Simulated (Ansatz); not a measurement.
# IrO: magnetic states, part 1 of 2

Aim, for IrO: relax the cell, then find which magnetic order is lowest, then follow the energy without spin against volume.

Method: DFT PBE, scalar-relativistic, plane waves, PAW, in Ansatz 0.2.0.

## 1. The structure to begin with

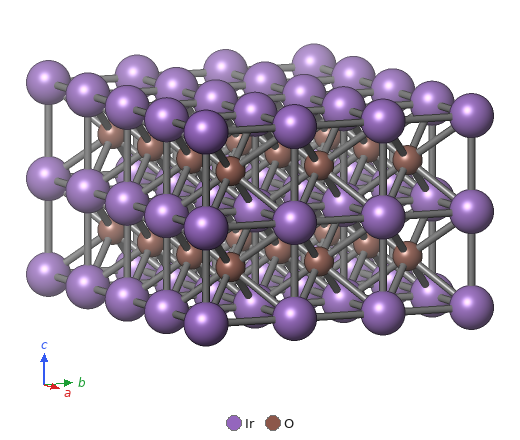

Start, viewed slightly off an axis; iridium purple, oxygen brown. 4×3×2 cells are drawn. Atoms on the faces are drawn again on the opposite ones.

As a file:

```cif
data_structure
_symmetry_space_group_name_H-M 'P 1'
_symmetry_Int_Tables_number 1
_cell_length_a 2.5211
_cell_length_b 2.5211
_cell_length_c 2.5211
_cell_angle_alpha 90.000
_cell_angle_beta 90.000
_cell_angle_gamma 90.000
_cell_volume 16.02
loop_
_atom_site_label
_atom_site_type_symbol
_atom_site_fract_x
_atom_site_fract_y
_atom_site_fract_z
_atom_site_occupancy
Ir1 Ir 0.00000 0.00000 0.00000 1
O1 O 0.50000 0.50000 0.50000 1
```

The structure is invented: a known structure type filled with these elements, not a reported compound.

## 2. Quick check of gap, pressure and forces

File input.yaml:

```yaml
crystal:
  lattice:
    - [2.5211083403, 0.0, 0.0]
    - [0.0, 2.5211083403, 0.0]
    - [0.0, 0.0, 2.5211083403]
  atoms:
    - { symbol: Ir, position: [0.0, 0.0, 0.0], spin: 1.0 }
    - { symbol: O, position: [0.5, 0.5, 0.5] }
basis:
  ecutwfc: 420
kpoints:
  mp_grid: { grid: [8, 8, 8] }
hamiltonian:
  xc: pbe
scf:
  occupations: { method: gaussian, width: 0.1 }
  lower_state_search: "off"
output:
  forces: true
  stress: true
  eigenvalues: true
  populations: true
magnetization:
  spin_polarized: true
```

Command:

```console
> ansatz run input.yaml --threads 1 --pin off --max-ram 2560MiB --backend cpu --events-out ev --progress --plain --runs-dir out
```

What it wrote (excerpt; [...] marks lines left out):

```text
Warning: RAYON_NUM_THREADS=1 ignored (pool sized by the plan → 1); use --threads N
[...]
Pseudopotentials: kind: paw
Pseudopotential: Ir, paw, valence charge 17, recommended cutoff 420 eV (normal), Ir.paw.azcp
Pseudopotential: O, paw, valence charge 6, recommended cutoff 420 eV (normal), O.paw.azcp
Functional definition: PBE
[...]
Crystal: 2 atoms, lattice volume = 16.024 Å³
Basis set: ecut = 420 eV, 305 PW (Γ), exchange–correlation on 36×36×36 points (8 copies of the dense FFT grid, shifted against one another)
Bands: 16, of which v1, the nominal top of the filled ones, is band 12 counted from 1 (11 counted from 0)
Symmetry: 48 space group operations
Space group: Pm-3m (ITA 221), of the structure as read, at distance tolerance 2.5e-5 Å
Magnetic group: BNS 221.92 (UNI 1594), of the structure as read, at distance tolerance 2.5e-5 Å
k-points: 35 of 512
[...]
WARN: the starting moments were not kept: the SCF closed with an absolute magnetisation of 2.8e-5 μB, where they sum to 1 μB in size (1 site). That is at most 0.1 of that sum. Measured as dr2_m measures the in/out step, that magnetisation stands 3.1e-10 eV from none, at or under the [...]
Free energy (F): -12495.653454 eV
[...]
E sigma→0 (E₀):  -12495.646273 eV
Entropy (-TS):   -0.014361 eV (-7.180 meV/atom)
Fermi energy:    29.179074 eV
[...]
--- Forces (eV/Å), atoms counted from 1 ---
  atom   1  Ir    -0.00000000     0.00000000     0.00000000
  atom   2  O      0.00000000     0.00000000     0.00000000
[...]
--- Stress (GPa, compression-positive) ---
      176.030999      -0.000000       0.000000
       -0.000000     176.030999       0.000000
       -0.000000      -0.000000     176.030999
  P = ⅓ Tr σ = 176.0310 GPa (1760.310 kbar)
--- Band table (eV; the first three rows and the last of 70) ---
  k-point 0 ↑: bands = ["-63.9557", "-20.6312", "-20.6312", "-20.6312", "4.5029", "20.7234", "20.7234", "23.1390", "23.1390", "23.1390", "28.1600", "28.9054", "28.9054", "28.9054", "48.3355", "48.3355"]
[...]
--- Löwdin populations: 2 sites ---
  site symbol       q [e]    m [muB]
     0     Ir     16.2131     0.0000
     1      O      6.6546     0.0000
  spilling = 0.005753 (of n_electrons = 23.000000)
```

Wall time 2.2 s (1 thread of AMD EPYC 7R43 (Zen 3), shared host); peak memory 0.31 GiB.

By site:

```
atom  Löwdin electrons
 Ir1             16.21
  O2              6.65
```

From the probe: pressure 176.0 GPa, largest force 0.00 eV/Å, gap on this mesh none (metal). Stress or forces are large, so a loose relaxation on a coarse mesh comes first.

## 3. A loose first relaxation

File input.yaml:

```yaml
crystal:
  lattice:
    - [2.5211083403, 0.0, 0.0]
    - [0.0, 2.5211083403, 0.0]
    - [0.0, 0.0, 2.5211083403]
  atoms:
    - { symbol: Ir, position: [0.0, 0.0, 0.0] }
    - { symbol: O, position: [0.5, 0.5, 0.5] }
basis:
  ecutwfc: 420
kpoints:
  mp_grid: { grid: [8, 8, 8] }
hamiltonian:
  xc: pbe
scf:
  occupations: { method: gaussian, width: 0.1 }
output:
  forces: true
  stress: true
  eigenvalues: true
relax:
  adjacent_minimum: "off"
  f_tol: 0.05
  max_steps: 80
  cell: { stress_tol: 0.5 }
```

Command:

```console
> ansatz run input.yaml --threads 1 --pin off --max-ram 2560MiB --backend cpu --events-out ev --progress --plain --runs-dir out
```

What it wrote:

```text
Warning: RAYON_NUM_THREADS=1 ignored (pool sized by the plan → 1); use --threads N
Engine: ansatz 0.2.0, x86_64-unknown-linux-gnu
Pseudopotentials: kind: paw
Pseudopotential: Ir, paw, valence charge 17, recommended cutoff 420 eV (normal), Ir.paw.azcp
Pseudopotential: O, paw, valence charge 6, recommended cutoff 420 eV (normal), O.paw.azcp
Functional definition: PBE
  parameter kappa = 0.804
  parameter beta = 0.06672455060314922
  exchange = pbe_x(kappa = kappa, mu = beta*pi^2/3)
  correlation = pbe_c(beta = beta)
Crystal: 2 atoms, lattice volume = 16.024 Å³
Basis set: ecut = 420 eV, 305 PW (Γ), exchange–correlation on 36×36×36 points (8 copies of the dense FFT grid, shifted against one another)
Bands: 16, of which v1, the nominal top of the filled ones, is band 12 counted from 1 (11 counted from 0)
Symmetry: 48 space group operations
Space group: Pm-3m (ITA 221), of the structure as read, at distance tolerance 2.5e-5 Å
k-points: 35 of 512
Non-local potential: Ir, projectors of the file, l = 0: 3, l = 1: 2, l = 2: 2, l = 3: 1
Non-local potential: O, projectors of the file, l = 0: 2, l = 1: 2, l = 2: 1
PAW form: soft (Blöchl's): semilocal exchange-correlation on the pseudo side does not see the compensation charge
PAW one-centre angular grid: Ir, 590 points (default); XC on 64 Gauss nodes
PAW one-centre angular grid: O, 110 points (default); XC on 64 Gauss nodes
Initial density: superposition of atomic densities (neutral atoms: chi_scale 0, normalization atom), corrected by the library's trained network
Initial wavefunctions: pseudopotential atomic-orbital guess
Functional: x = pbe(κ = 0.804, μ = 0.2195149727645171), c = pbe(β = 0.06672455060314922)
SCF iter   1: F=—  HF=-12495.678428 eV  |F-HF|=—  |Δ(HF+E_count)|=         —  Δρ=2.70e-2  dr2=1.17e-1  ethr=1.77e-3  ⟨swp⟩=5.0  Hψ=2594  notcnv=0
preconditioner: auto → none  [metal: Δε(μ)=0.006 eV  Ē_g=15.873 eV  σ=0.100 eV  W_gap=0.03  n_scr=6 (ndim 8)  ℏωp=35.9 eV  f_vac=0.000  D(μ)=2.59/eV (n_scr^D=32)  sad-step TF]
SCF iter   2: F=—  HF=-12495.666077 eV  |F-HF|=—  |Δ(HF+E_count)|=   1.24e-2  Δρ=1.81e-2  dr2=5.94e-2  ethr=5.10e-4  ⟨swp⟩=1.0  Hψ=840  notcnv=0
SCF iter   3: F=—  HF=-12495.653753 eV  |F-HF|=—  |Δ(HF+E_count)|=   1.23e-2  Δρ=1.66e-3  dr2=3.09e-4  ethr=2.58e-4  ⟨swp⟩=2.1  Hψ=726  notcnv=0
SCF iter   4: F=—  HF=-12495.653549 eV  |F-HF|=—  |Δ(HF+E_count)|=   2.05e-4  Δρ=2.44e-4  dr2=7.29e-6  ethr=1.34e-6  ⟨swp⟩=1.9  Hψ=753  notcnv=0  defer=4
SCF iter   5: F=—  HF=-12495.653454 eV  |F-HF|=—  |Δ(HF+E_count)|=   9.46e-5  Δρ=2.57e-5  dr2=4.62e-8  ethr=3.17e-8  ⟨swp⟩=2.1  Hψ=727  notcnv=0  defer=4
SCF iter   6: F=-12495.653454 eV  HF=-12495.653454 eV  |F-HF|=5.51e-9  |Δ(HF+E_count)|=   4.56e-9  Δρ=7.44e-6  dr2=7.34e-9  ethr=2.01e-10  ⟨swp⟩=3.5  Hψ=2275  notcnv=0
SCF 1 converged in 6 iterations: F = -12495.653454 eV  dr2 = 7.34e-9
relax step   1: F+E_penalty+E_count = -12495.65345393 eV  Δ(F+E_penalty+E_count) = +0.000e0 eV  max|allowed force component| = 1.262e-29 eV/Å  Δτ_max = 0.0000 Å  P = +176.031 GPa  Ω = 16.024 Å³  (6 SCF iters, dr2 threshold 1.00e-7 eV, accepted)
Crystal: 2 atoms, lattice volume = 18.484 Å³
Basis set: ecut = 420 eV, 365 PW (Γ), exchange–correlation on 36×36×36 points (8 copies of the dense FFT grid, shifted against one another)
Initial density: handed on by an earlier stage of this run
Initial wavefunctions: those handed on with the density
iter 1 solved again at ethr=2.74e-4 eV; its pass at ethr=3.10e-3 eV (dr2=6.30e-2 eV) is discarded
SCF iter   1: F=—  HF=-12497.466729 eV  |F-HF|=—  |Δ(HF+E_count)|=         —  Δρ=1.82e-2  dr2=6.28e-2  ethr=2.74e-4  ⟨swp⟩=1.0  Hψ=3371  notcnv=0
preconditioner: auto → none  [metal: Δε(μ)=0.042 eV  Ē_g=14.163 eV  σ=0.100 eV  W_gap=0.22  n_scr=6 (ndim 8)  ℏωp=33.5 eV  f_vac=0.000  D(μ)=3.28/eV (n_scr^D=56)]
SCF iter   2: F=—  HF=-12497.450187 eV  |F-HF|=—  |Δ(HF+E_count)|=   1.65e-2  Δρ=6.22e-3  dr2=6.76e-3  ethr=2.73e-4  ⟨swp⟩=2.7  Hψ=955  notcnv=0
SCF iter   3: F=—  HF=-12497.449311 eV  |F-HF|=—  |Δ(HF+E_count)|=   8.76e-4  Δρ=1.33e-3  dr2=2.79e-4  ethr=2.94e-5  ⟨swp⟩=2.0  Hψ=820  notcnv=0
SCF iter   4: F=—  HF=-12497.449342 eV  |F-HF|=—  |Δ(HF+E_count)|=   3.03e-5  Δρ=1.35e-4  dr2=8.10e-7  ethr=1.22e-6  ⟨swp⟩=2.0  Hψ=955  notcnv=0
SCF iter   5: F=—  HF=-12497.449254 eV  |F-HF|=—  |Δ(HF+E_count)|=   8.78e-5  Δρ=1.68e-5  dr2=3.05e-8  ethr=3.52e-9  ⟨swp⟩=2.3  Hψ=752  notcnv=0
SCF iter   6: F=-12497.449254 eV  HF=-12497.449254 eV  |F-HF|=1.29e-10  |Δ(HF+E_count)|=   1.13e-8  Δρ=1.74e-6  dr2=2.26e-10  ethr=1.33e-10  ⟨swp⟩=2.2  Hψ=1828  notcnv=0
SCF 2 converged in 6 iterations: F = -12497.449254 eV  dr2 = 2.26e-10
relax step   2: F+E_penalty+E_count = -12497.44925375 eV  Δ(F+E_penalty+E_count) = -1.796e0 eV  max|allowed force component| = 5.259e-30 eV/Å  Δτ_max = 0.0000 Å  P = +70.045 GPa  Ω = 18.484 Å³  energy of the carried Pulay correction = -1.120e-2 eV  (6 SCF iters, dr2 threshold 2.00e-7 eV, accepted)
Crystal: 2 atoms, lattice volume = 20.563 Å³
Basis set: ecut = 420 eV, 389 PW (Γ), exchange–correlation on 36×36×36 points (8 copies of the dense FFT grid, shifted against one another)
iter 1 solved again at ethr=1.34e-4 eV; its pass at ethr=3.10e-3 eV (dr2=3.08e-2 eV) is discarded
SCF iter   1: F=—  HF=-12497.997754 eV  |F-HF|=—  |Δ(HF+E_count)|=         —  Δρ=1.07e-2  dr2=3.07e-2  ethr=1.34e-4  ⟨swp⟩=1.0  Hψ=3305  notcnv=0
preconditioner: auto → none  [metal: Δε(μ)=0.010 eV  Ē_g=12.903 eV  σ=0.100 eV  W_gap=0.06  n_scr=6 (ndim 8)  ℏωp=31.7 eV  f_vac=0.000  D(μ)=3.45/eV (n_scr^D=56)]
SCF iter   2: F=—  HF=-12497.991487 eV  |F-HF|=—  |Δ(HF+E_count)|=   6.27e-3  Δρ=4.15e-3  dr2=4.58e-3  ethr=1.33e-4  ⟨swp⟩=2.0  Hψ=771  notcnv=0
SCF iter   3: F=—  HF=-12497.990902 eV  |F-HF|=—  |Δ(HF+E_count)|=   5.85e-4  Δρ=7.40e-4  dr2=1.42e-4  ethr=1.99e-5  ⟨swp⟩=1.0  Hψ=560  notcnv=0
SCF iter   4: F=—  HF=-12497.991006 eV  |F-HF|=—  |Δ(HF+E_count)|=   1.04e-4  Δρ=8.32e-5  dr2=3.59e-7  ethr=6.17e-7  ⟨swp⟩=1.8  Hψ=712  notcnv=0
iter 5 did not close the SCF: its close was put off for the readings that it lacked (scf_convergence_deferred on its scf_iter line)
SCF iter   5: F=-12497.991007 eV  HF=-12497.991007 eV  |F-HF|=1.85e-9  |Δ(HF+E_count)|=   4.39e-7  Δρ=8.12e-6  dr2=5.65e-9  ethr=1.56e-9  ⟨swp⟩=2.4  Hψ=876  notcnv=0
SCF iter   6: F=-12497.991007 eV  HF=-12497.991007 eV  |F-HF|=1.27e-11  |Δ(HF+E_count)|=   3.41e-9  Δρ=4.17e-7  dr2=1.43e-11  ethr=2.46e-11  ⟨swp⟩=1.8  Hψ=1708  notcnv=0
SCF 3 converged in 6 iterations: F = -12497.991007 eV  dr2 = 1.43e-11
relax step   3: F+E_penalty+E_count = -12497.99100678 eV  Δ(F+E_penalty+E_count) = -5.418e-1 eV  max|allowed force component| = 3.944e-31 eV/Å  Δτ_max = 0.0000 Å  P = +18.808 GPa  Ω = 20.563 Å³  energy of the carried Pulay correction = -1.950e-2 eV  (6 SCF iters, dr2 threshold 2.00e-7 eV, accepted)
[... 12 lines left out ...]
relax step   4: F+E_penalty+E_count = -12498.04719846 eV  Δ(F+E_penalty+E_count) = -5.619e-2 eV  max|allowed force component| = 1.643e-30 eV/Å  Δτ_max = 0.0000 Å  P = +3.188 GPa  Ω = 21.448 Å³  energy of the carried Pulay correction = -2.276e-2 eV  (6 SCF iters, dr2 threshold 2.00e-7 eV, accepted)
[... 12 lines left out ...]
relax step   5: F+E_penalty+E_count = -12498.04844010 eV  Δ(F+E_penalty+E_count) = -1.242e-3 eV  max|allowed force component| = 5.916e-31 eV/Å  Δτ_max = 0.0000 Å  P = -0.111 GPa  Ω = 21.657 Å³  energy of the carried Pulay correction = -2.350e-2 eV  (6 SCF iters, dr2 threshold 2.00e-7 eV, accepted)
[... 11 lines left out ...]
relax step   6: F+E_penalty+E_count = -12498.15978881 eV  Δ(F+E_penalty+E_count) = -1.113e-1 eV  max|allowed force component| = 3.287e-31 eV/Å  Δτ_max = 0.0000 Å  P = +6.788 GPa  Ω = 21.657 Å³  stress off target by 6.79e0 GPa  SCF on the basis re-selected at this cell (its energy is not comparable with the rows above)  (6 SCF iters)
[... 12 lines left out ...]
relax step   7: F+E_penalty+E_count = -12498.16922551 eV  Δ(F+E_penalty+E_count) = -9.437e-3 eV  max|allowed force component| = 3.813e-30 eV/Å  Δτ_max = 0.0000 Å  P = +1.271 GPa  Ω = 22.102 Å³  energy of the carried Pulay correction = -1.618e-3 eV  (6 SCF iters, dr2 threshold 2.00e-7 eV, accepted)
[... 13 lines left out ...]
relax step   8: F+E_penalty+E_count = -12498.16923821 eV  Δ(F+E_penalty+E_count) = -1.270e-5 eV  max|allowed force component| = 1.019e-30 eV/Å  Δτ_max = 0.0000 Å  P = +0.058 GPa  Ω = 22.207 Å³  energy of the carried Pulay correction = -2.041e-3 eV  (6 SCF iters, dr2 threshold 2.00e-7 eV, accepted)
iter 1 solved again at ethr=1.70e-8 eV; its pass at ethr=3.10e-3 eV (dr2=3.92e-6 eV) is discarded
SCF iter   1: F=—  HF=-12498.171227 eV  |F-HF|=—  |Δ(HF+E_count)|=         —  Δρ=1.96e-4  dr2=1.60e-6  ethr=1.70e-8  ⟨swp⟩=2.9  Hψ=3979  notcnv=0
preconditioner: auto → none  [metal: Δε(μ)=0.013 eV  Ē_g=12.078 eV  σ=0.100 eV  W_gap=0.07  n_scr=6 (ndim 8)  ℏωp=30.5 eV  f_vac=0.000  D(μ)=3.61/eV (n_scr^D=56)]
SCF iter   2: F=—  HF=-12498.171158 eV  |F-HF|=—  |Δ(HF+E_count)|=   6.95e-5  Δρ=8.69e-5  dr2=2.28e-7  ethr=6.96e-9  ⟨swp⟩=2.1  Hψ=708  notcnv=0
SCF iter   3: F=—  HF=-12498.171158 eV  |F-HF|=—  |Δ(HF+E_count)|=   4.85e-7  Δρ=1.03e-5  dr2=3.77e-9  ethr=9.93e-10  ⟨swp⟩=2.0  Hψ=775  notcnv=0
iter 4 did not close the SCF: its close was put off for the readings that it lacked (scf_convergence_deferred on its scf_iter line)
SCF iter   4: F=-12498.171158 eV  HF=-12498.171158 eV  |F-HF|=1.24e-10  |Δ(HF+E_count)|=   1.10e-8  Δρ=9.86e-7  dr2=1.79e-10  ethr=1.64e-11  ⟨swp⟩=2.3  Hψ=819  notcnv=0
iter 5 did not close the SCF: its close was put off for the readings that it lacked (scf_convergence_deferred on its scf_iter line)
SCF iter   5: F=-12498.171158 eV  HF=-12498.171158 eV  |F-HF|=1.64e-11  |Δ(HF+E_count)|=  1.09e-11  Δρ=2.46e-7  dr2=9.35e-12  ethr=1.00e-12  ⟨swp⟩=2.7  Hψ=914  notcnv=0
SCF iter   6: F=-12498.171158 eV  HF=-12498.171158 eV  |F-HF|=0.00e0  |Δ(HF+E_count)|=  5.46e-12  Δρ=2.41e-8  dr2=1.22e-13  ethr=1.00e-12  ⟨swp⟩=1.0  Hψ=1261  notcnv=0
SCF 9 converged in 6 iterations: F = -12498.171158 eV  dr2 = 1.22e-13
relax step   9: F+E_penalty+E_count = -12498.17115805 eV  Δ(F+E_penalty+E_count) = -1.920e-3 eV  max|allowed force component| = 8.053e-31 eV/Å  Δτ_max = 0.0000 Å  P = +0.071 GPa  Ω = 22.207 Å³  stress off target by 7.08e-2 GPa  SCF on the basis re-selected at this cell (its energy is not comparable with the rows above)  (6 SCF iters)
basis re-selected at this cell: Δ(F+E_penalty+E_count) = -1.920e-3 eV, ΔP = +0.012 GPa vs the last step (what re-selecting the basis moved, of the pressure what is left beyond the Pulay correction that the steps carried, after the strain that the cell walked since its last selection, with what the two solves' SCF thresholds leave and, on support functions, any second-order correction that the steps lacked; it is no measure of the basis error at this ecutwfc). This SCF's stress stands 7.08e-2 GPa from its target on what of the cell is left free (relax.cell.stress_tol is 5.00e-1 GPa) and its largest allowed force component is 8.05e-31 eV/Å (relax.f_tol is 5.00e-2 eV/Å): within both
SCF converged after 6 iterations
Free energy (F): -12498.171158 eV
Harris-Foulkes:  -12498.171158 eV  (|F-HF|=0.00e0)
Internal energy: -12498.153116 eV  (E = F + TS)
E sigma→0 (E₀):  -12498.162137 eV
Entropy (-TS):   -0.018042 eV (-9.021 meV/atom)
Fermi energy:    18.939159 eV
--- Per-component energies (eV) ---
  E_band       = -131.856607
  E_kinetic    = 795.387103
  E_local      = -1438.033187  (includes V_loc(G=0)·N_el)
  E_nonlocal   = 122.309666
  E_hartree    = 523.004736
  E_xc         = -339.393796
  E_vxc        = -391.090660  (∫ρ·V_xc dr)
  E_paw        = -9380.396826  (= ΣΔE_a)
  E_vpaw       = -266.441222  (= ΣTr[D̂ρ^β])
  E_aug_tail   = 0.002222  (compensation charges beyond the density's cutoff)
  E_ewald      = -2781.033034
  E_smearing   = -0.018042  (= −TS)
  E_closure    = 0.000000  (closes the sum)
  Σ components = -12498.171158   (vs F -12498.171158, Δ=0.00e0)
--- Forces (eV/Å), atoms counted from 1 ---
  atom   1  Ir     0.00000000     0.00000000     0.00000000
  atom   2  O      0.00000000    -0.00000000     0.00000000
  max |Σ_I F_I| component: 1.02e-30 eV/Å
--- Stress (GPa, compression-positive) ---
        0.070834      -0.000000      -0.000000
       -0.000000       0.070834      -0.000000
       -0.000000      -0.000000       0.070834
  P = ⅓ Tr σ = 0.0708 GPa (0.708 kbar)
--- Band table (eV; the first three rows and the last of 35) ---
  k-point 0: bands = ["-73.2907", "-30.0604", "-30.0604", "-30.0604", "-1.5277", "13.8241", "13.8241", "15.1523", "15.1523", "15.1523", "16.6115", "18.7634", "18.7634", "18.7634", "36.4328", "36.4328"]
  k-point 1: bands = ["-73.2887", "-30.1049", "-30.0567", "-30.0567", "-1.3903", "13.0993", "13.9047", "14.9083", "14.9083", "15.0673", "17.9230", "18.7958", "18.9488", "18.9488", "34.4882", "35.1757"]
  k-point 2: bands = ["-73.2839", "-30.2113", "-30.0478", "-30.0478", "-1.0390", "11.4574", "14.1071", "14.3925", "14.3925", "16.4101", "18.8748", "19.3426", "19.3426", "19.7086", "31.5916", "33.1661"]
  k-point 34: bands = ["-73.2503", "-30.2919", "-30.2919", "-30.2919", "0.4118", "10.8072", "10.8072", "10.8072", "20.3434", "20.3434", "20.3434", "20.3824", "20.3824", "25.6363", "25.6363", "25.6363"]
--- Relaxed structure (7 steps of the walk, 7 accepted, 2 SCFs on fresh bases) ---
  F+E_penalty+E_count = -12498.17115805 eV   max|allowed force component| = 8.053e-31 eV/Å   (the final SCF, on the basis selected at the relaxed cell)
  cell:  # Å, volume = 22.2073 Å³
    - [2.810814220821269, -2.0864241064195056e-33, -4.49383653690355e-34]
    - [-1.3160521286646113e-33, 2.810814220821269, 1.283953296258157e-34]
    - [3.2098832406453924e-34, 1.283953296258157e-34, 2.810814220821268]
  atoms:
    - { symbol: Ir, position: [-1.6806282419214623e-33, -2.546406427153723e-34, -9.046652945534558e-50] }
    - { symbol: O, position: [0.5, 0.5, 0.5] }
```

It took 5.6 s on 1 thread of AMD EPYC 7R43 (Zen 3), shared host; peak memory 0.34 GiB.

Relaxation path:

```
step  energy from step 1 (eV/cell)  largest force component (eV/Å)  pressure (GPa)  volume (Å³)
   1                        0.0000                          0.0000          176.03        16.02
   2                       -1.7958                          0.0000           70.05        18.48
   3                       -2.3376                          0.0000           18.81        20.56
   4                       -2.3937                          0.0000            3.19        21.45
   5                       -2.3950                          0.0000           -0.11        21.66
   6                       -2.5063                          0.0000            6.79        21.66
   7                       -2.5158                          0.0000            1.27        22.10
   8                       -2.5158                          0.0000            0.06        22.21
   9                       -2.5177                          0.0000            0.07        22.21
```

Step 1 is the start. Steps 6, 9 each repeat the geometry before them on a plane-wave basis chosen anew, so the energy can jump there without any move.

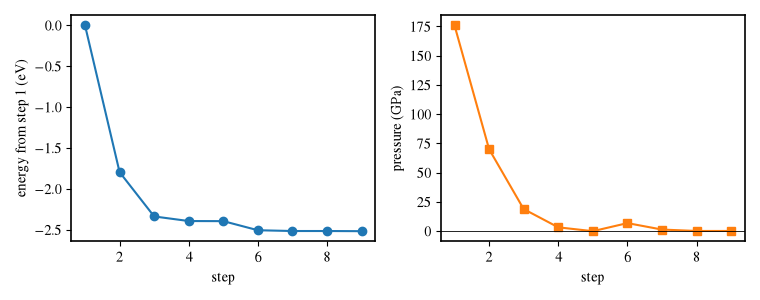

Energy and pressure along the relaxation.

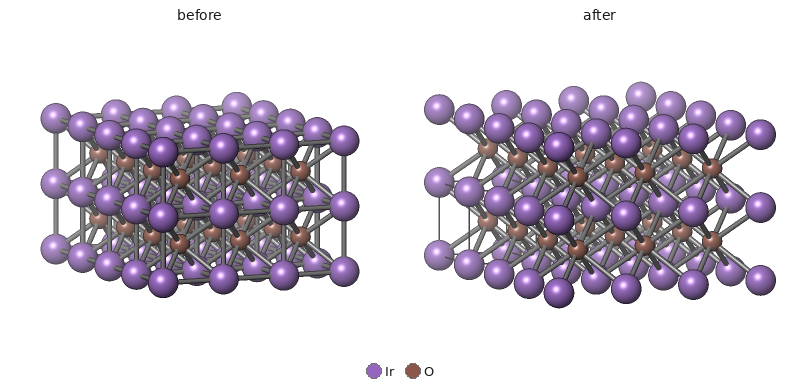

Before and after, at one scale.

|  | before | after | change |
| --- | --- | --- | --- |
| a (Å) | 2.521 | 2.811 | +11.5 % |
| b (Å) | 2.521 | 2.811 | +11.5 % |
| c (Å) | 2.521 | 2.811 | +11.5 % |
| volume (Å³/atom) | 8.01 | 11.10 | +38.6 % |
| shortest distance (Å) | 2.183 | 2.434 | +11.5 % |
| space group (0.01 Å) | Pm-3m | Pm-3m | same |

Forces and stress were held to the start's 48 operations: a distortion of lower symmetry was not tested.

(Continued in part 2 of 2.)
